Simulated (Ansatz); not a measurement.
A computed series for Ca3GeO: pressure series

Take Ca₃GeO in the anti-perovskite structure (space group Pm-3m, No. 221; a = 4.6703 Å) as the base.

Cell and atoms are relaxed at each pressure.

Level of theory: PBEsol (Ansatz, a program for electronic structure, PAW, no spin-orbit coupling).

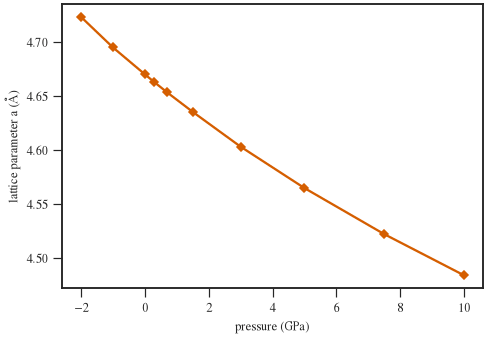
Fig. 1. Lattice parameter a against pressure

Question: From the plot, what is the lattice parameter a for pressure 10 GPa?

Answer: About 4.48 Å.

Question: Is the trend monotonic over the range shown?

Answer: Yes, it falls throughout, spanning 448.4 pm to 472.3 pm.

Load acts through the strain it causes; cell and atoms are relaxed under it. Stability against distortions was not tested. No other phases were tried under pressure. All final runs are without spin polarisation.
